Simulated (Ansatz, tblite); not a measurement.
**GeBr2H2 (GeH₂Br₂): which spin state is lowest**

Is the singlet the ground state of GeBr2H2 (GeH₂Br₂)? Other spin states are computed and compared level by level.

Method: as each input shows; program: Ansatz 0.2.0, Gaussian basis.

Levels to be run: triplet, at the geometry of the singlet (GFN1-xTB, GFN2-xTB, PBE0-D4/def2-TZVP, PBE-D4/def2-TZVP, r2SCAN-D4/def2-TZVP); the singlet's energies come from earlier runs.

**1. The structure**

The geometry is that of the singlet, from an earlier relaxation (B3LYP-D4/def2-SVP).

5 atoms, charge 0, spin multiplicity 1.

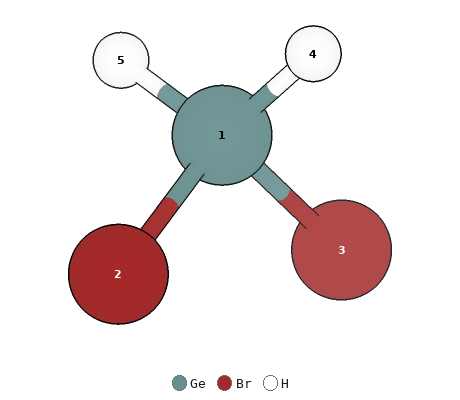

The structure; germanium teal, bromine red, hydrogen white; atoms are numbered from 1 in the order of the file.

Coordinates:

```
atom     x (Å)     y (Å)     z (Å)
 Ge1  -0.16823   0.00066  -0.11777
 Br2  -0.15880  -0.02198   2.20230
 Br3   2.01552   0.01489  -0.90150
  H4  -0.84821   1.29710  -0.57890
  H5  -0.84028  -1.29068  -0.60414
```

**2. Triplet at the fixed geometry, GFN1-xTB**

Tight binding, by tblite at 300 K electronic temperature and without a spin-polarisation term:

```python
tblite.interface.Calculator('GFN1-xTB', numbers, positions, charge=0, uhf=2).singlepoint()
```

Energy -283.2800 eV; 0.013 s.

**3. Triplet at the fixed geometry, GFN2-xTB**

Tight binding, by tblite at 300 K electronic temperature and without a spin-polarisation term:

```python
tblite.interface.Calculator('GFN2-xTB', numbers, positions, charge=0, uhf=2).singlepoint()
```

Energy -299.3715 eV; 0.015 s.

**4. Triplet at the fixed geometry, PBE0-D4/def2-TZVP**

File in.yaml:

```yaml
crystal:
  periodic: [false, false, false]
  atoms:
    - {symbol: Ge, position_ang: [-0.168233, 0.000660, -0.117767]}
    - {symbol: Br, position_ang: [-0.158799, -0.021979, 2.202305]}
    - {symbol: Br, position_ang: [2.015520, 0.014892, -0.901498]}
    - {symbol: H, position_ang: [-0.848212, 1.297096, -0.578897]}
    - {symbol: H, position_ang: [-0.840276, -1.290678, -0.604144]}
basis:
  gaussian: {orbitals: def2-TZVP}
magnetization: {spin_polarized: true, initial_magnetization: 2}
hamiltonian: {xc: pbe0, dispersion: d4}
scf: {omitted_lower_state_checks: [starts]}
output: {orbitals: {seedname: orbitals}}
```

The run is started by

```sh
$ ansatz run in.yaml --threads 4 --pin off --events-out ev --progress --plain --max-ram 3916MiB
```

Log:

```text
Functional definition: PBE0
  name "PBE0"
  cite "Adamo & Barone, J. Chem. Phys. 110, 6158 (1999) doi:10.1063/1.478522"
  cite "Perdew, Burke & Ernzerhof, Phys. Rev. Lett. 77, 3865 (1996) doi:10.1103/PhysRevLett.77.3865"
  parent pbe
  parameter a = 0.25
  parameter kappa = 0.804
  parameter beta = 0.06672455060314922
  exchange = (1 - a)*pbe_x(kappa = kappa, mu = beta*pi^2/3) + a*exact_x
  correlation = pbe_c(beta = beta)
these checks for a lower state are left out or cut short: starts
1081 factors; integrals over basis functions are off by at most 8.6e-4 eV
mean field evaluation 1: about -196616.5121 eV, gradient 1.2e1 eV
mean field evaluation 2: about -196616.8556 eV, gradient 9.4e0 eV
mean field evaluation 4: about -196617.0529 eV, gradient 2.9e-1 eV
mean field evaluation 8: about -196617.1154 eV, gradient 5.3e-2 eV
mean field evaluation 16: about -196617.1155 eV, gradient 6.3e-4 eV
mean field evaluation 32: about -196617.1157 eV, gradient 1.3e-1 eV
mean field -196617.11748345 eV, -7225.5457956478 hartree, gradient 4.1e-6 eV, S^2 2.005578; 1 other end points of the search recorded, 0 dependent functions left out
reference -196617.11751075 eV, -7225.5457966510 hartree; 53, 51 occupied and 103, 105 virtual orbitals, 1081 factors
Total energy: -196617.23405210 eV, -7225.5500794667 hartree
Checks for a lower state left out: starts
```

It took 50 s on 4 threads of Intel Xeon at 2.50GHz, shared host; peak memory 0.72 GiB.

HOMO -3.31 eV, LUMO -6.92 eV (over both spins; with the spin held, an empty level of the minority spin lies below the top filled one); ⟨S²⟩ 2.006 (pure: 2.00); the next solution that the search met lies 0.002 eV higher.

**5. Triplet at the fixed geometry, PBE-D4/def2-TZVP**

start.molden holds the orbitals of an earlier run on this state, given as this run's starting guess.

Changes to in.yaml since step 4:

```diff
@@ -9,5 +9,5 @@
 basis:
-  gaussian: {orbitals: def2-TZVP}
+  gaussian: {orbitals: def2-TZVP, initial_orbitals: start.molden}
 magnetization: {spin_polarized: true, initial_magnetization: 2}
-hamiltonian: {xc: pbe0, dispersion: d4}
+hamiltonian: {xc: pbe, dispersion: d4}
 scf: {omitted_lower_state_checks: [starts]}
```

Launched as before.

Log:

```text
Functional definition: PBE
  name "PBE"
  cite "Perdew, Burke & Ernzerhof, Phys. Rev. Lett. 77, 3865 (1996) doi:10.1103/PhysRevLett.77.3865"
  parent pbe
  parameter kappa = 0.804
  parameter beta = 0.06672455060314922
  exchange = pbe_x(kappa = kappa, mu = beta*pi^2/3)
  correlation = pbe_c(beta = beta)
these checks for a lower state are left out or cut short: starts
1198 factors; their error is unknown
mean field evaluation 1: about -196611.0612 eV, gradient 9.8e0 eV
mean field evaluation 2: about -196611.1945 eV, gradient 2.7e-1 eV
mean field evaluation 4: about -196611.2587 eV, gradient 1.2e-1 eV
mean field evaluation 8: about -196611.2123 eV, gradient 5.6e-2 eV
mean field evaluation 16: about -196611.2128 eV, gradient 2.2e-5 eV
mean field -196611.21279729 eV, -7225.3288024341 hartree, gradient 7.1e-6 eV, S^2 2.002665; 0 other end points of the search recorded, 0 dependent functions left out
reference -196611.21283304 eV, -7225.3288037476 hartree; 53, 51 occupied and 103, 105 virtual orbitals, 1198 factors
Total energy: -196611.34855091 eV, -7225.3337912873 hartree
Checks for a lower state left out: starts
```

Wall time 18 s (4 threads of Intel Xeon at 2.50GHz, shared host).

From the report: HOMO -2.51 eV, LUMO -7.27 eV (over both spins; with the spin held, an empty level of the minority spin lies below the top filled one); ⟨S²⟩ 2.003 (pure: 2.00).

**6. Triplet at the fixed geometry, r2SCAN-D4/def2-TZVP**

Changes to in.yaml since step 5:

```diff
@@ -11,3 +11,3 @@
 magnetization: {spin_polarized: true, initial_magnetization: 2}
-hamiltonian: {xc: pbe, dispersion: d4}
+hamiltonian: {xc: r2scan, dispersion: d4}
 scf: {omitted_lower_state_checks: [starts]}
```

Launched as before.

Log:

```text
Functional definition: r2SCAN
  name "r2SCAN"
  cite "Furness, Kaplan, Ning, Perdew & Sun, J. Phys. Chem. Lett. 11, 8208 (2020) doi:10.1021/acs.jpclett.0c02405"
  cite "Furness, Kaplan, Ning, Perdew & Sun, J. Phys. Chem. Lett. 11, 9248 (2020) doi:10.1021/acs.jpclett.0c03077"
  parent r2scan
  parameter k0 = 0.174
  parameter k1 = 0.065
  parameter a1 = 4.9479
  exchange = r2scan_x(k0 = k0, k1 = k1, a1 = a1)
  correlation = r2scan_c
these checks for a lower state are left out or cut short: starts
1198 factors; their error is unknown
mean field evaluation 1: about -196639.5754 eV, gradient 7.4e0 eV
mean field evaluation 2: about -196639.6404 eV, gradient 1.5e-1 eV
mean field evaluation 4: about -196639.6206 eV, gradient 1.1e0 eV
mean field evaluation 8: about -196639.6395 eV, gradient 3.5e-2 eV
mean field evaluation 16: about -196639.6400 eV, gradient 2.6e-5 eV
mean field -196639.64000384 eV, -7226.3734830060 hartree, gradient 6.2e-6 eV, S^2 2.006609; 0 other end points of the search recorded, 0 dependent functions left out
reference -196639.64001602 eV, -7226.3734834537 hartree; 53, 51 occupied and 103, 105 virtual orbitals, 1198 factors
Total energy: -196639.66854749 eV, -7226.3745319658 hartree
Checks for a lower state left out: starts
```

It took 35 s on 4 threads of Intel Xeon at 2.50GHz, shared host.

HOMO -2.65 eV, LUMO -7.44 eV (over both spins; with the spin held, an empty level of the minority spin lies below the top filled one); ⟨S²⟩ 2.007 (pure: 2.00).

**7. Triplet less singlet, vertical**

The singlet's energies are those of its earlier runs, whose logs aren't repeated here.

| level | triplet less singlet, vertical (kJ/mol) | time |
| --- | --- | --- |
| GFN1-xTB | +548.2 | 0.027 s |
| GFN2-xTB | +545.1 | 0.025 s |
| PBE-D4/def2-TZVP | +465.2 | 22 s |
| r2SCAN-D4/def2-TZVP | +492.0 | 40 s |
| PBE0-D4/def2-TZVP | +514.9 | 56 s |

Times add the two runs; a level without a time comes out of a correlated run. Tight binding without a spin term can't rank spin states.

**8. Summary of results**

| quantity | value |
| --- | --- |
| triplet less singlet, vertical, functionals in def2-TZVP | +465.2 (PBE-D4) to +514.9 kJ/mol (PBE0-D4) |

All functionals put the triplet above the singlet, over a spread of 49.7 kJ/mol. The checks for a lower triplet were left out, so another state of that spin may lie lower. These are electronic energies, without zero-point motion, entropy or surroundings.
